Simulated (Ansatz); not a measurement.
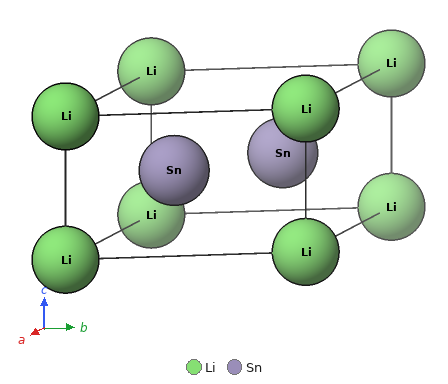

This spheres-only model is shown slightly off an axis. The wireframe shows the conventional unit cell.

LiSn₂, AlB₂ type, space group P6/mmm (No. 191), a = 5.234 Å, b = 5.234 Å, c = 3.143 Å, α = 90.00°, β = 90.00°, γ = 120.00°. The model was built from a random cell made by a generator, so it need not be a real form of the compound. Earlier steps of the study, as a rule a relaxation of our own, may have changed the cell and positions, so they can lie some per cent off the listed ones. A calculation with Ansatz used it as input.

This one geometry was computed with Ansatz (DFT, plane waves, PAW) at three levels of theory: LDA, r2SCAN and PBE.

Which level gives the highest pressure at this volume, and what does that say about its equilibrium volume?

Highest: PBE (0.0 GPa), which points to the largest equilibrium volume. Lowest, with the smallest volume: LDA (-3.1 GPa). Levels within 0.5 GPa of each other can't be told apart.

How does the band gap change with the level of theory?

All levels give a metal.

Collect the results in a table.

| level | cutoff (eV) | k-mesh of the run's cell | gap (eV) | pressure (GPa) |
| --- | --- | --- | --- | --- |
| LDA | 420 | 12×12×14 | metal | -3.1 |
| r2SCAN | 500 | 12×12×14 | metal | -1.2 |
| PBE | 420 | 12×12×14 | metal | 0.0 |

Gaps are taken on the k-mesh or band path of each run.
